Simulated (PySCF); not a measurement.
**C5H13B (SMILES CB(C)C(C)C): density, localisation and related maps**

Input

```
{"job": {"kind": "nmr", "xc": "PBE0", "basis": "pcSseg-1"}, "charge": 0, "multiplicity": 1}
B      0.593531     0.506484    -0.083418
C      2.165602     0.493354    -0.038610
H      2.592127    -0.191377    -0.790837
H      2.457089     0.059707     0.937904
H      2.652472     1.476212    -0.122021
C     -0.189420     1.869470    -0.069187
H     -0.149319     2.241859    -1.112683
H      0.306999     2.644907     0.535452
H     -1.252542     1.810765     0.206395
C     -0.192568    -0.873801    -0.107705
C     -1.333555    -0.908566    -1.123779
C     -0.718834    -1.120441     1.313724
H      0.510866    -1.692541    -0.346712
H     -0.971426    -0.771222    -2.155257
H     -2.073717    -0.115788    -0.927428
H     -1.871351    -1.871247    -1.089949
H     -1.260425    -2.079656     1.374108
H      0.092659    -1.155227     2.058645
H     -1.420940    -0.329453     1.625967
```

Run with:

```sh
OMP_NUM_THREADS=1 python probes_run.py task.json out
```

Geometry: PBE0-D3(BJ)/def2-SVP.

The calculation used PBE0/pcSseg-1, SCF density, gas phase, non-relativistic in PySCF.

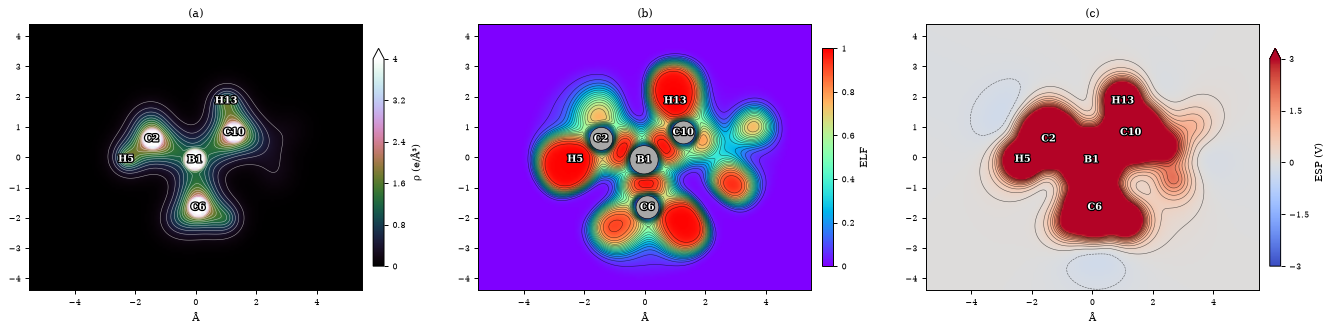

Figure 1. (a) total electron density; (b) ELF; (c) electrostatic potential on the plane of atoms C2, B1 and C6. Grey discs cover the atomic cores in the ELF map.

**Describe what can be read from this map.**

The section cuts through B, C and H sites.
C–B (1.57 Å): ρ at the midpoint is about 1.4 e/Å³; the ELF peaks at about 1 between the atoms; a shared electron pair.
C–H (1.10 Å): the density is about 1.9 e/Å³ at the midpoint; the ELF climbs to about 1 towards the hydrogen, as it does in any bond to H (a covalent bond by its length).
The potential has no marked negative region in this plane.

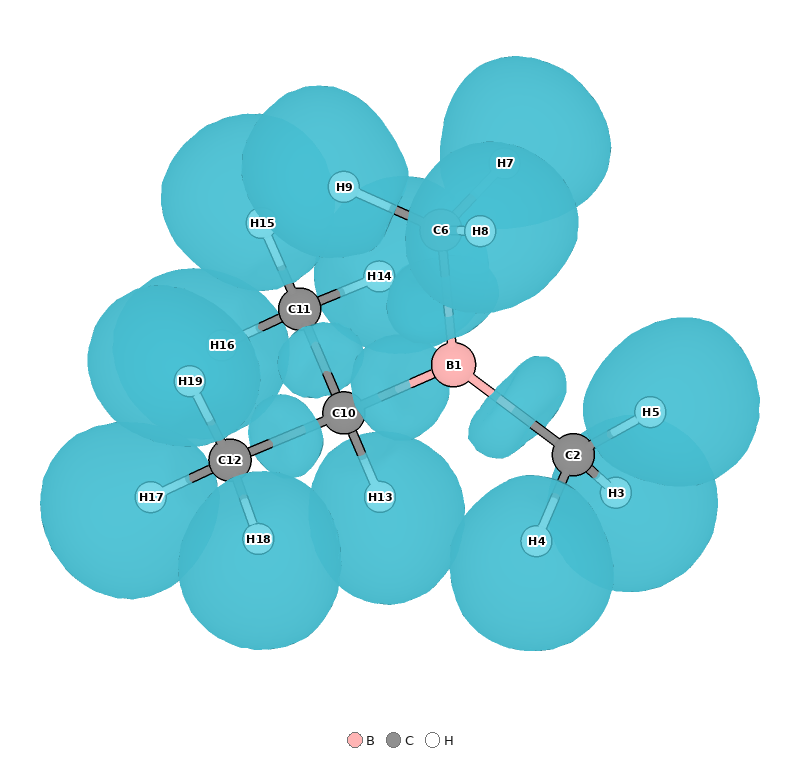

Figure 2. Isosurface of the ELF at 0.8 (cyan), seen at a tilt. Only the valence region is drawn (cores and ρ < 0.01 e/Å³ removed).

**Identify the bonds, lone pairs and shells in this picture.**

The surface consists of three regions between bonded B–C atoms (shared pairs), two regions between bonded C–C atoms (shared pairs) and 13 regions around hydrogen nuclei. Along the contacts the grid gives the following. C–C (1.53 Å): the ELF peaks at about 0.95 between the atoms (localised, covalent bonding).

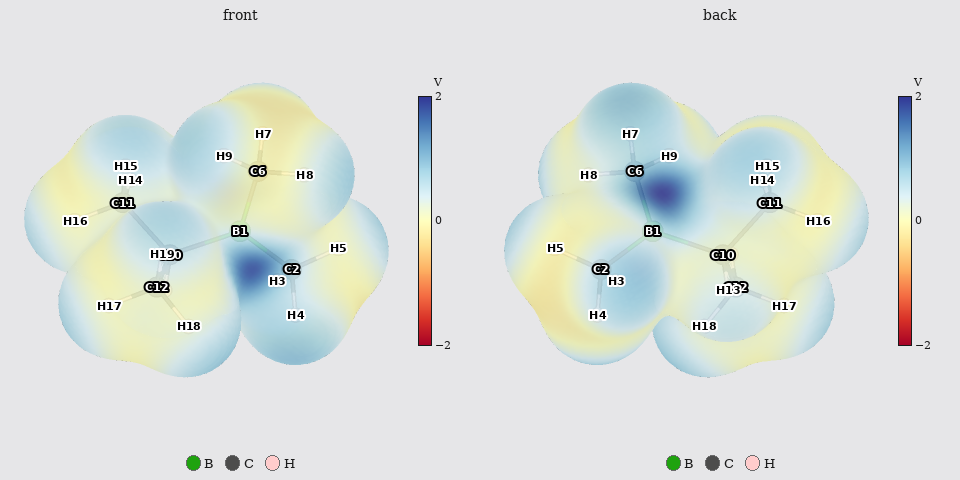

Figure 3. The molecular electrostatic potential painted on the density surface at 0.004 e/bohr³, seen from the front and from behind; the colour scale runs from red (negative) to blue (positive).

**Which sites attract a positive test charge, and which a negative one?**

A positive charge is drawn to the negative regions and a negative charge to the positive ones. The most negative region (about −0.2 V) lies over C2 and C6, the most positive (about +1.7 V) over B1.

**What dipole moment does the calculation give?**

Its dipole moment is 0.10 D.
